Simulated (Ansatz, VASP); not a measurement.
## IrCl2 in two plane-wave programs

Wanted: the spread between two codes on one cell, functional and k mesh. The cell is invented: other elements were put on sites of a known structure type. It may not be a known or stable phase. The cell comes out of the VASP series on this material, whose earlier steps may have relaxed, scaled or displaced it; both programs get it as it stands.

Main program and level: Ansatz 0.2.0; plane waves, with VASP 6.6.1 beside it; band structure at BLYP with D3(BJ), single point at BLYP with D3(BJ) and band structure at r2SCAN.

## (1) The structure

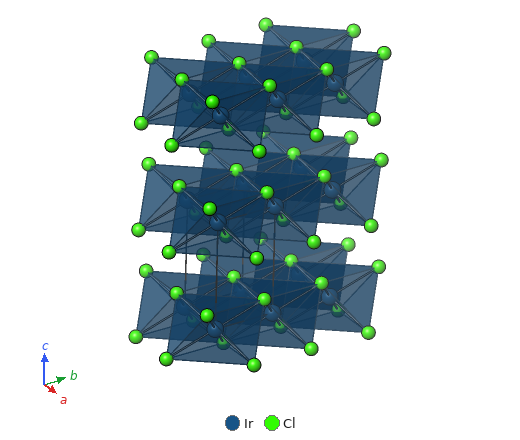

The cell as given, slightly off an axis (iridium blue, chlorine green). 1×2×2 cells are drawn. Some periodic images of atoms are drawn too.

## (2) Ansatz: band structure, BLYP with D3(BJ)

Ansatz runs on its default PAW (the set named soft_2) files.

The same path points are solved in both programs, so levels can be compared one by one.

input.yaml reads:

```yaml
crystal:
  lattice:
    - [3.7985679874, 0.0, 0.0]
    - [-1.8992839937, 3.2896563667, 0.0]
    - [0.0, 0.0, 4.716092239]
  atoms:
    - { symbol: Ir, position: [0.0, 0.0, 0.0] }
    - { symbol: Cl, position: [0.33333333, 0.66666667, 0.2477115037] }
    - { symbol: Cl, position: [0.66666667, 0.33333333, 0.7522884963] }
hamiltonian:
  xc: blyp
  pseudopotentials: { kind: paw }
  dispersion: d3bj
kpoints:
  mp_grid: { grid: [7, 7, 5] }
  band_path:
    path:
      - [0.0, 0.0, 0.0]
      - [0.13333, 0.0, 0.0]
      - [0.3, 0.0, 0.0]
      - [0.46667, 0.0, 0.0]
      - [0.46667, 0.06667, 0.0]
      - [0.41111, 0.17778, 0.0]
      - [0.35556, 0.28889, 0.0]
      - [0.28889, 0.28889, 0.0]
      - [0.17778, 0.17778, 0.0]
      - [0.06667, 0.06667, 0.0]
      - [0.0, 0.0, 0.03333]
      - [0.0, 0.0, 0.2]
      - [0.0, 0.0, 0.36667]
      - [0.0, 0.0, 0.5]
      - [0.16667, 0.0, 0.5]
      - [0.3, 0.0, 0.5]
      - [0.46667, 0.0, 0.5]
      - [0.46667, 0.06667, 0.5]
      - [0.41111, 0.17778, 0.5]
      - [0.35556, 0.28889, 0.5]
      - [0.28889, 0.28889, 0.5]
      - [0.17778, 0.17778, 0.5]
      - [0.06667, 0.06667, 0.5]
      - [0.5, 0.0, 0.46667]
      - [0.5, 0.0, 0.3]
      - [0.5, 0.0, 0.13333]
      - [0.33333, 0.33333, 0.0]
      - [0.33333, 0.33333, 0.16667]
      - [0.33333, 0.33333, 0.33333]
      - [0.33333, 0.33333, 0.5]
    npoints: 1
scf:
  occupations: { method: gaussian, width: 0.05 }
  n_extra_bands: 7
output:
  forces: true
  stress: true
  eigenvalues: true
```

Command:

```
$ ansatz run input.yaml --threads 2 --pin off --max-ram 4608MiB --backend cpu --events-out ev --progress --plain --runs-dir out
```

Numbers of over 12 decimals in the logs are rounded to 6 here.

What it wrote:

```text
scf.n_extra_bands = 7 over 16 filled bands (N_el = 31.0): the run solves 23 bands
Engine: ansatz 0.2.0, aarch64-unknown-linux-gnu
Pseudopotentials: kind: paw
Pseudopotential: Ir, paw, valence charge 17, recommended cutoff 420 eV (normal), Ir.paw.azcp
Pseudopotential: Cl, paw, valence charge 7, recommended cutoff 420 eV (normal), Cl.paw.azcp
Functional definition: BLYP
  parameter beta = 0.0042
  parameter a = 0.04918
  parameter b = 0.132
  parameter c = 0.2533
  parameter d = 0.349
  exchange = b88_x(beta = beta)
  correlation = lyp_c(a = a, b = b, c = c, d = d)
Crystal: 3 atoms, lattice volume = 58.932 Å³
Basis set: ecut = 420 eV, 1143 PW (Γ), exchange–correlation on 54×54×64 points (8 copies of the dense FFT grid, shifted against one another)
Bands: 23, of which v1, the nominal top of the filled ones, is band 16 counted from 1 (15 counted from 0)
Symmetry: 12 space group operations
Space group: P-3m1 (ITA 164), of the structure as read, at distance tolerance 3.9e-5 Å
k-points: 32 of 245
Non-local potential: Ir, projectors of the file, l = 0: 3, l = 1: 2, l = 2: 2, l = 3: 1
Non-local potential: Cl, projectors of the file, l = 0: 2, l = 1: 2, l = 2: 2
PAW form: soft (Blöchl's): semilocal exchange-correlation on the pseudo side does not see the compensation charge
PAW frozen core: Ir, regenerated for the run's functional, and the local potential with it (the file was generated under x = pbe(κ = 0.804, μ = 0.219515), c = pbe(β = 0.066725))
PAW frozen core: Cl, regenerated for the run's functional, and the local potential with it (the file was generated under x = pbe(κ = 0.804, μ = 0.219515), c = pbe(β = 0.066725))
PAW one-centre angular grid: Ir, 590 points (default); XC on 64 Gauss nodes
PAW one-centre angular grid: Cl, 110 points (default); XC on 64 Gauss nodes
Initial density: superposition of atomic densities (neutral atoms: chi_scale 0, normalization atom), corrected by the library's trained network
Initial wavefunctions: pseudopotential atomic-orbital guess
Functional: x = b88, c = lyp
SCF iter   1: F=—  HF=-14131.533575 eV  |F-HF|=—  |Δ(HF+E_count)|=         —  Δρ=9.93e-3  dr2=5.91e-2  ethr=1.77e-3  ⟨swp⟩=5.9  Hψ=3522  notcnv=0
preconditioner: auto → LDOS  [insulator: Δε(μ)=0.058 eV  Ē_g=12.430 eV  σ=0.050 eV  W_gap=0.55  n_scr=20 (ndim 8)  ℏωp=23.2 eV  f_vac=0.017  D(μ)=4.02/eV (n_scr^D=40)  ε∞_Penn≈4.5  β→1.0]
SCF iter   2: F=—  HF=-14131.517997 eV  |F-HF|=—  |Δ(HF+E_count)|=   1.56e-2  Δρ=4.84e-3  dr2=1.44e-2  ethr=1.91e-4  ⟨swp⟩=2.0  Hψ=1539  notcnv=0  defer=60
SCF iter   3: F=—  HF=-14131.515300 eV  |F-HF|=—  |Δ(HF+E_count)|=   2.70e-3  Δρ=2.32e-3  dr2=5.45e-3  ethr=4.66e-5  ⟨swp⟩=2.0  Hψ=1166  notcnv=0  defer=60
SCF iter   4: F=—  HF=-14131.514563 eV  |F-HF|=—  |Δ(HF+E_count)|=   7.37e-4  Δρ=1.57e-3  dr2=1.79e-3  ethr=1.76e-5  ⟨swp⟩=2.3  Hψ=888  notcnv=0  defer=60
SCF iter   5: F=—  HF=-14131.514219 eV  |F-HF|=—  |Δ(HF+E_count)|=   3.44e-4  Δρ=5.96e-4  dr2=3.58e-4  ethr=5.77e-6  ⟨swp⟩=2.2  Hψ=1034  notcnv=0  defer=60
SCF iter   6: F=—  HF=-14131.514150 eV  |F-HF|=—  |Δ(HF+E_count)|=   6.82e-5  Δρ=1.00e-4  dr2=7.46e-6  ethr=1.15e-6  ⟨swp⟩=2.1  Hψ=792  notcnv=0  defer=60
SCF iter   7: F=—  HF=-14131.514172 eV  |F-HF|=—  |Δ(HF+E_count)|=   2.16e-5  Δρ=1.12e-5  dr2=5.27e-8  ethr=3.23e-10  ⟨swp⟩=8.2  Hψ=3871  notcnv=0
SCF iter   8: F=-14131.514172 eV  HF=-14131.514172 eV  |F-HF|=1.14e-9  |Δ(HF+E_count)|=   3.47e-8  Δρ=2.48e-6  dr2=2.91e-9  ethr=1.70e-10  ⟨swp⟩=2.3  Hψ=2347  notcnv=0
SCF 1 converged in 8 iterations: F = -14131.514172 eV  dr2 = 2.91e-9
  greatest PAW one-centre occupation: 1.000 electrons in one spin orbital (limit 2), on the Ir atom at site 0 (counted from 0), in its partial waves of l = 0
NSCF: frozen V_eff on 30 k-points
SCF converged after 8 iterations
Free energy (F): -14131.514172 eV
Harris-Foulkes:  -14131.514172 eV  (|F-HF|=1.14e-9)
Internal energy: -14131.509227 eV  (E = F + TS)
E sigma→0 (E₀):  -14131.511700 eV
Entropy (-TS):   -0.004945 eV (-1.648 meV/atom)
Fermi energy:    11.000351 eV
--- Per-component energies (eV) ---
  E_band       = -293.235214
  E_kinetic    = 949.736307
  E_local      = -2595.226583  (includes V_loc(G=0)·N_el)
  E_nonlocal   = 132.618498
  E_hartree    = 989.244409
  E_xc         = -474.594694
  E_vxc        = -532.660045  (∫ρ·V_xc dr)
  E_paw        = -10584.727791  (= ΣΔE_a)
  E_vpaw       = -226.192983  (= ΣTr[D̂ρ^β])
  E_aug_tail   = 0.000235  (compensation charges beyond the density's cutoff)
  E_ewald      = -2546.659011
  E_disp       = -2.087775  (pairwise vdW)
  E_core_change = 0.187178  (= ΣΔE_core)
  E_smearing   = -0.004945  (= −TS)
  E_closure    = -0.000000  (closes the sum)
  Σ components = -14131.514172   (vs F -14131.514172, Δ=0.00e0)
--- Forces (eV/Å), atoms counted from 1 ---
  atom   1  Ir    -0.00000000     0.00000000     0.00000000
  atom   2  Cl     0.00000000     0.00000000    -0.05932669
  atom   3  Cl     0.00000000    -0.00000000     0.05932669
  max |Σ_I F_I| component: 3.70e-17 eV/Å
--- Stress (GPa, compression-positive) ---
       -0.497330      -0.000000       0.000000
        0.000000      -0.497330       0.000000
       -0.000000       0.000000      -0.272857
  P = ⅓ Tr σ = -0.4225 GPa (-4.225 kbar)
--- Band table (eV; the first three rows and the last of 32) ---
  k-point 0: bands = [... 12 lower, 8.4579, 8.4579, 9.4226, 11.3251, 11.3251, 12.9670, 14.4827, 17.9495, ... 3 higher]
  k-point 1: bands = [... 12 lower, 8.4314, 8.4314, 9.4261, 11.5052, 11.5052, 13.5337, 14.7962, 17.8332, ... 3 higher]
  k-point 2: bands = [... 12 lower, 8.3828, 8.3828, 9.4360, 11.8127, 11.8127, 14.5546, 15.2352, 17.5886, ... 3 higher]
  k-point 31: bands = [... 12 lower, 8.9266, 9.1611, 9.3191, 11.2004, 11.3836, 15.1331, 16.7781, 18.0184, ... 3 higher]
```

It took 2.3 s on 2 threads of Arm Neoverse V1, shared host; peak memory 0.33 GiB; 4.2 s of CPU time.

## (3) VASP: band structure, BLYP with D3(BJ)

The same cell, functional (in two slightly different forms), mesh and smearing now go to VASP, with its own data sets and cutoff.

Lines of VASP's logs that name or quote its potential files are left out, and so is its time.

INCAR reads:

```
SYSTEM = IrCl2
PREC = Accurate
ENCUT = 400
EDIFF = 1E-06
NELM = 100
ISMEAR = 0
SIGMA = 0.05
LREAL = .FALSE.
ALGO = Normal
GGA = B5
ALDAX = 1
AGGAX = 1
AGGAC = 1
ALDAC = 0
IVDW = 12
VDW_S6 = 1
VDW_S8 = 2.6996
VDW_A1 = 0.4298
VDW_A2 = 4.2359
NBANDS = 24
LORBIT = 11
LWAVE = .FALSE.
LCHARG = .FALSE.
```

POSCAR reads:

```
IrCl2
1.0
    3.7985679874      0.0000000000      0.0000000000
   -1.8992839937      3.2896563667      0.0000000000
    0.0000000000      0.0000000000      4.7160922390
Ir Cl
1 2
Direct
    0.0000000000      0.0000000000      0.0000000000
    0.3333333300      0.6666666700      0.2477115037
    0.6666666700      0.3333333300      0.7522884963
```

KPOINTS reads:

```
Automatic mesh
0
Gamma
7 7 5
0 0 0
```

KPOINTS_OPT reads:

```
Line mode
16
Line-mode
Reciprocal
  0.00000000   0.00000000   0.00000000 GAMMA
  0.50000000   0.00000000   0.00000000 M

  0.50000000   0.00000000   0.00000000 M
  0.33333333   0.33333333   0.00000000 K

  0.33333333   0.33333333   0.00000000 K
  0.00000000   0.00000000   0.00000000 GAMMA

  0.00000000   0.00000000   0.00000000 GAMMA
  0.00000000   0.00000000   0.50000000 A

  0.00000000   0.00000000   0.50000000 A
  0.50000000   0.00000000   0.50000000 L

  0.50000000   0.00000000   0.50000000 L
  0.33333333   0.33333333   0.50000000 H

  0.33333333   0.33333333   0.50000000 H
  0.00000000   0.00000000   0.50000000 A

  0.50000000   0.00000000   0.50000000 L
  0.50000000   0.00000000   0.00000000 M

  0.33333333   0.33333333   0.00000000 K
  0.33333333   0.33333333   0.50000000 H
```

The projector-augmented-wave data sets are Ir and Cl (PBE family, release 64).

Command:

```
$ mpirun -np 1 vasp_std
```

What it wrote:

```text
[banner, memory and clock lines left out]
running    1 mpi-ranks, on    1 nodes
 distrk:  each k-point on    1 cores,    1 groups
 distr:  one band on    1 cores,    1 groups

 POSCAR found type information on POSCAR IrCl
 POSCAR found :  2 types and       3 ions
|                                                                             |
|               ----> ADVICE to this user running VASP <----                  |
|                                                                             |
|     You enforced a specific xc type in the INCAR file but a different       |
|     [... a line on the potential file left out ...]
|     I HOPE YOU KNOW WHAT YOU ARE DOING!                                     |
|                                                                             |

 LDA part: xc-table for (Slater(with rela. corr.)+VWN5), standard interpolation
 POSCAR, INCAR and KPOINTS ok, starting setup
 FFT: planning ... GRIDC
 FFT: planning ... GRID_SOFT
 FFT: planning ... GRID
 WAVECAR not read
 entering main loop
       N       E                     dE             d eps       ncg     rms          rms(c)
DAV:   1     0.145335090619E+03    0.14534E+03   -0.84945E+03  1544   0.682E+02
DAV:   2    -0.130641765621E+01   -0.14664E+03   -0.13504E+03  1784   0.192E+02
DAV:   3    -0.103941233232E+02   -0.90877E+01   -0.89963E+01  1952   0.545E+01
DAV:   4    -0.105277618228E+02   -0.13364E+00   -0.13356E+00  1864   0.731E+00
DAV:   5    -0.105309759855E+02   -0.32142E-02   -0.32138E-02  2040   0.113E+00    0.156E+01
DAV:   6    -0.102368867514E+02    0.29409E+00   -0.71643E-01  2240   0.886E+00    0.951E+00
DAV:   7    -0.102351786580E+02    0.17081E-02   -0.15084E-01  2304   0.433E+00    0.419E+00
DAV:   8    -0.102298662787E+02    0.53124E-02   -0.29358E-02  2208   0.178E+00    0.312E-01
DAV:   9    -0.102301506629E+02   -0.28438E-03   -0.35810E-03  1984   0.345E-01    0.139E-01
DAV:  10    -0.102301641036E+02   -0.13441E-04   -0.30008E-04  2136   0.106E-01    0.760E-02
DAV:  11    -0.102301528160E+02    0.11288E-04   -0.26170E-05  1888   0.367E-02    0.335E-02
DAV:  12    -0.102301551974E+02   -0.23815E-05   -0.76749E-06  1968   0.165E-02    0.754E-03
DAV:  13    -0.102301551005E+02    0.96891E-07   -0.36445E-07  1360   0.495E-03
   1 F= -.12317726E+02 E0= -.12315203E+02  d E =-.504514E-02
 Start KPOINTS_OPT (optional k-point list driver)
k-point batch [1-32\144]
       N       E                     dE             ncg
DAV:   1     0.441432103920E+04   -0.11621E+05     1544
DAV:   2    -0.163542011869E+03   -0.45779E+04     1808
DAV:   3    -0.438413415886E+03   -0.27487E+03     2000
DAV:   4    -0.442077929091E+03   -0.36645E+01     1848
DAV:   5    -0.442164904413E+03   -0.86975E-01     2048
DAV:   6    -0.442167619998E+03   -0.27156E-02     1928
DAV:   7    -0.442167702920E+03   -0.82922E-04     2080
DAV:   8    -0.442167705481E+03   -0.25617E-05     1408
DAV:   9    -0.442167705789E+03   -0.30773E-06     1480
[...]
k-point batch [129-144\144]
       N       E                     dE             ncg
DAV:   1     0.139550761267E+05   -0.95625E+04      784
DAV:   2     0.116526810999E+05   -0.23024E+04      912
DAV:   3     0.115124066941E+05   -0.14027E+03      952
DAV:   4     0.115104536390E+05   -0.19531E+01      944
DAV:   5     0.115104034938E+05   -0.50145E-01     1008
DAV:   6     0.115104019001E+05   -0.15937E-02     1000
DAV:   7     0.115104018540E+05   -0.46145E-04     1024
DAV:   8     0.115104018525E+05   -0.15227E-05      744
DAV:   9     0.115104018523E+05   -0.15256E-06      720
```

From OUTCAR (step 3):

```text
ion  position               nearest neighbor table
   1  0.000  0.000  0.000-   2 2.48   3 2.48   2 2.48   3 2.48   3 2.48   2 2.48
   2  0.333  0.667  0.248-   1 2.48   1 2.48   1 2.48
   3  0.667  0.333  0.752-   1 2.48   1 2.48   1 2.48

  LATTYP: Found a hexagonal cell.
 ALAT       =     3.7985679874
 C/A-ratio  =     1.2415447755

 Subroutine GETGRP returns: Found 12 space group operations
 (whereof 12 operations were pure point group operations)

The static configuration has the point symmetry D_3d.

 Found     32 irreducible k-points:

   k-points           NKPTS =     32   k-points in BZ     NKDIM =     32   number of bands    NBANDS=     24

   dimension x,y,z NGX =    28 NGY =   28 NGZ =   32
   dimension x,y,z NGXF=    56 NGYF=   56 NGZF=   64

   ENCUT  =  400.0 eV  29.40 Ry    5.42 a.u.   6.19  6.19  7.69*2*pi/ulx,y,z

   NELECT =      23.0000    total number of electrons

 k-points in reciprocal lattice and weights: Automatic mesh
   0.00000000  0.00000000  0.00000000       0.004
   0.14285714 -0.00000000  0.00000000       0.024
   0.28571429 -0.00000000  0.00000000       0.024
   0.42857143 -0.00000000  0.00000000       0.024
   0.14285714  0.14285714  0.00000000       0.024
   0.28571429  0.14285714  0.00000000       0.049
   0.42857143  0.14285714  0.00000000       0.024
   0.28571429  0.28571429  0.00000000       0.024
   0.00000000  0.00000000  0.20000000       0.008
[...]
0.42857143  0.14285714  0.40000000       0.049
   0.28571429  0.28571429  0.40000000       0.049

 average (electrostatic) potential at core
       1 -52.6551       2 -91.3115       3 -91.3115

 E-fermi :   6.3005

 k-point     1 :       0.0000    0.0000    0.0000
  band No.  band energies     occupation
    ...
      7       1.8874      2.00000
      8       2.9990      2.00000
      9       3.7303      2.00000
     10       3.7303      2.00000
     11       4.7063      2.00000
     12       6.6200      0.00000
     13       6.6200      0.00000
     14       8.2823      0.00000
     15       9.8157      0.00000
     16      13.3754      0.00000
    ...

 k-point     2 :       0.1429   -0.0000    0.0000
  band No.  band energies     occupation
    ...
      7       1.5424      2.00000
      8       2.6876      2.00000
      9       3.8901      2.00000
     10       4.0134      2.00000
     11       4.8092      2.00000
     12       6.5183      0.00000
     13       6.5809      0.00000
     14       8.9356      0.00000
     15      10.6232      0.00000
     16      12.7466      0.00000
    ...

 k-point     3 :       0.2857   -0.0000    0.0000
  band No.  band energies     occupation
    ...
      7       0.9605      2.00000
      8       1.9681      2.00000
      9       3.8927      2.00000
     10       4.2716      2.00000
     11       4.7149      2.00000
     12       6.4185      0.00084
     13       6.7092      0.00000
     14      10.0286      0.00000
     15      11.5639      0.00000
     16      12.9917      0.00000
    ...

 Edisp (eV)   -2.08757

  Total      -0.01132    -0.01132    -0.02250     0.00000     0.00000     0.00000
  in kB      -0.30785    -0.30785    -0.61179     0.00000     0.00000     0.00000
  external pressure =       -0.41 kB  Pullay stress =        0.00 kB

  energy-cutoff  :      400.00
  volume of cell :       58.93
      direct lattice vectors                 reciprocal lattice vectors
     3.798567987  0.000000000  0.000000000     0.263257102  0.151991559  0.000000000
    -1.899283994  3.289656367  0.000000000     0.000000000  0.303983118  0.000000000
     0.000000000  0.000000000  4.716092239     0.000000000  0.000000000  0.212039958

 POSITION                                       TOTAL-FORCE (eV/Angst)
 -----------------------------------------------------------------------------------
      0.00000      0.00000      0.00000        -0.000000      0.000000      0.000000
     -0.00000      2.19310      1.16823         0.000000     -0.000000      0.005093
      1.89928      1.09655      3.54786        -0.000000      0.000000     -0.005093
 -----------------------------------------------------------------------------------
    total drift:                                0.000000      0.000000     -0.000000

  FREE ENERGIE OF THE ION-ELECTRON SYSTEM (eV)
  ---------------------------------------------------
  free  energy   TOTEN  =       -12.3177255373 eV

  energy  without entropy=      -12.3126803983  energy(sigma->0) =      -12.31520297

 total charge
# of ion       s       p       d       tot
------------------------------------------
    1        0.460   0.389   7.140   7.989
    2        1.633   3.426   0.000   5.059
    3        1.633   3.426   0.000   5.059
--------------------------------------------------
tot          3.726   7.241   7.140  18.108

[... 3 further parts left out ...]
```

The run ends at a pressure of -0.04 GPa, with forces up to 0.0051 eV/Å.

## (4) Side by side

Known differences besides the PAW data sets themselves: the data sets hold 31 valence electrons in Ansatz (default PAW (the set named soft_2) files) and 23 in VASP; the cutoff is 420 eV in Ansatz and 400 eV in VASP; Ansatz makes its cores anew for this functional, VASP keeps those of its PBE data sets; VASP leaves aspherical gradient terms in its spheres out (LASPH is not set), Ansatz keeps them; VASP's log shows a relativistic correction to its local exchange, Ansatz's none. Total energies have different zeros and are not compared.

The two programs side by side:

```
      quantity  Ansatz   VASP  difference
pressure (GPa)   -0.42  -0.04       -0.38
```

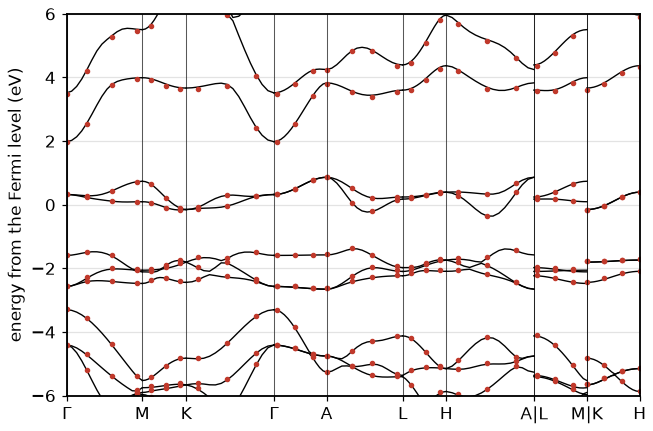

Bands from VASP (lines) and levels from Ansatz (dots). Dots without a line are higher empty bands that the VASP plot leaves out.

At this near-relaxed geometry the largest component of a force difference is 64 meV/Å. Levels from 3 eV below to 2 eV above the Fermi level differ by 21 meV r.m.s. and 36 meV at most; each VASP level is matched to the nearest of Ansatz, which flatters the figure a little.

## (5) Looking for the cause

The difference is large enough to ask for its cause, so further runs change the set-up of one program at a time, as the table lists.

```
                                       run  r.m.s. force difference (meV/Å)
                                  as above                               30
        cores kept as stored, as VASP does                               30
   Ansatz's larger PAW set (cutoff 900 eV)                               29
norm-conserving potentials (cutoff 925 eV)                               21
```

(Part 1 of 2 ends here.)

[Lines on the potential files, build, host, timing and source positions are cut from VASP's logs without a mark.]

[Logs are printed without paths, hosts, clocks, repeated set-up lines and the standing remarks that a program may print on its own settings, such as how far it seeks lower states.]

[Hosts, paths, dates, database ids (printed as entryN), source tags and the programs' standing remarks are cut or masked in the printed files.]
